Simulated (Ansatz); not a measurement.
# CH₇B₂FSi: what the fields show

The calculation's input:

```
crystal:
  periodic: [false, false, false]
  atoms:
    - {symbol: B, position_ang: [-0.096800, 1.580400, 1.453500]}
    - {symbol: C, position_ang: [0.294300, 0.130800, 1.074300]}
    - {symbol: B, position_ang: [0.540500, 0.076900, -0.461800]}
    - {symbol: Si, position_ang: [-0.419900, -1.308700, -1.552200]}
    - {symbol: F, position_ang: [-0.070700, -1.264600, -3.120400]}
    - {symbol: H, position_ang: [-1.195800, 1.841100, 1.848600]}
    - {symbol: H, position_ang: [0.699900, 2.462200, 1.316500]}
    - {symbol: H, position_ang: [-0.342600, -0.657200, 1.476800]}
    - {symbol: H, position_ang: [1.338400, 0.021300, 1.425400]}
    - {symbol: H, position_ang: [1.303700, 0.861800, -0.948600]}
    - {symbol: H, position_ang: [-0.080300, -2.673800, -1.059300]}
    - {symbol: H, position_ang: [-1.893800, -1.125500, -1.418800]}
basis:
  gaussian: {orbitals: def2-SVP}
hamiltonian: {xc: hf}
accuracy: high
output: {forces: true, orbitals: {seedname: orbitals}}
```

Command:

```sh
ansatz run job.yaml --threads 1 --pin off --max-ram 2610MiB --events-out events.jsonl --progress --plain --runs-dir runs
```

Geometry: PBE0-D4/def2-TZVP.

Theory: isolated molecule in a Gaussian basis; Hartree-Fock in Ansatz.

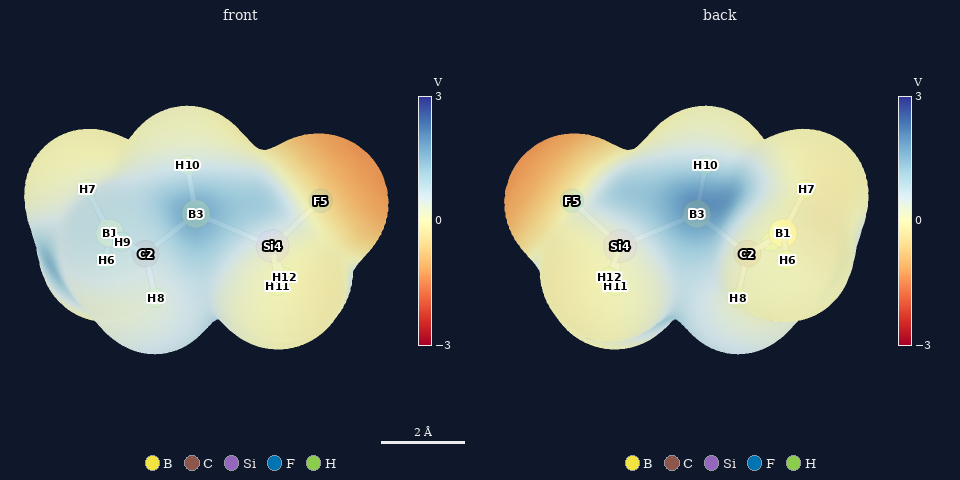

Figure 1. The molecular electrostatic potential painted on the density surface at 0.001 e/bohr³, seen from the front and from behind; the colour scale runs from red (negative) to blue (positive).

Describe the electrostatic potential map.

The most negative region (about −1.3 V, or −30 kcal/mol for a unit charge) lies over F5, the most positive (about +2.0 V, or +46 kcal/mol for a unit charge) over B1 and B3.

How polar is the molecule by this calculation?

Its dipole moment is 2.24 D.

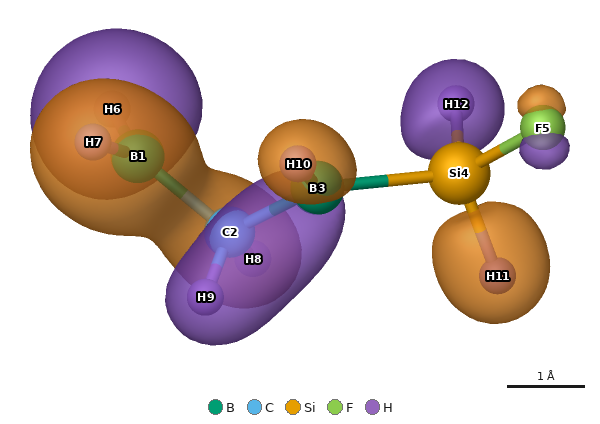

Figure 2. The HOMO−1 at ±0.1 Å⁻³ᐟ² (orange and purple are the two phases), seen from one side.

Describe this orbital and give its energy.

It lies mainly on B1 (about 25 %), H6 (about 20 %), C2 (about 15 %) and H7 (about 10 %). Its energy is −12.86 eV.
